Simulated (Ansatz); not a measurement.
```xyz
9

C    -0.3799   -1.4136    0.1240
O     0.3798   -0.5334   -0.6482
Al    0.7621    1.0888   -0.7003
F     1.7616    1.6221   -1.8853
S     0.0198    2.5586    0.7081
H    -0.8678   -0.9179    0.9729
H     0.2581   -2.2095    0.5195
H    -1.1587   -1.8751   -0.4906
H    -0.6865    1.6338    1.3829
```

Geometry: PBE0-D4/def2-TZVP.

These are results of isolated molecule in a Gaussian basis; Kohn-Sham density functional theory, functional B2GP-PLYP (Ansatz 0.2.0), not measurements.

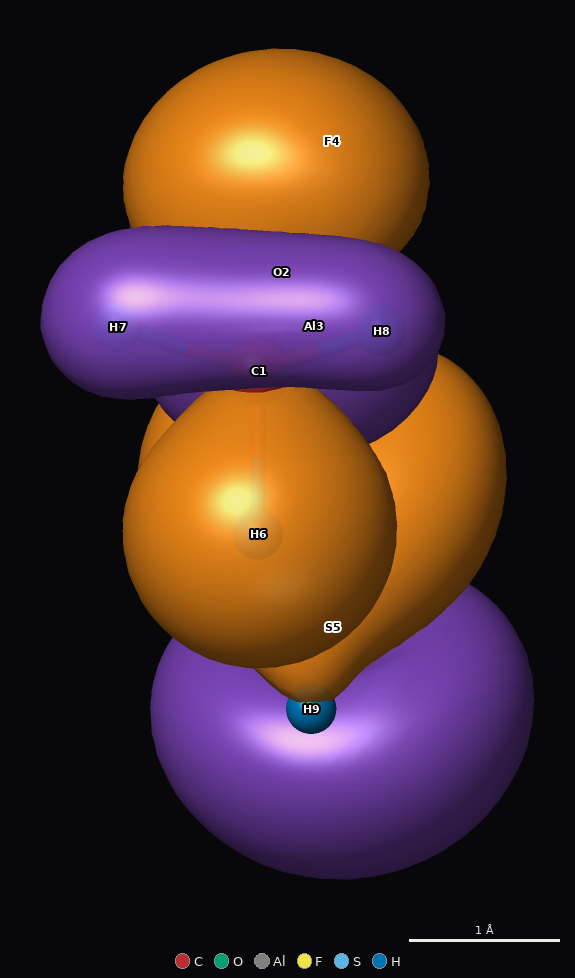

CH4AlFOS (SMILES C[O][Al]([F])[SH]). The HOMO−1 at ±0.08 Å⁻³ᐟ² (orange and purple are the two phases), seen at an oblique angle.

> What is the character of this orbital?

Its weight (Hirshfeld) is mainly on S5 (about 35 %), O2 (about 35 %), Al3 (about 10 %) and C1 (about 10 %); largely a combination of lone pairs on S5 and O2. Its energy is −10.57 eV.
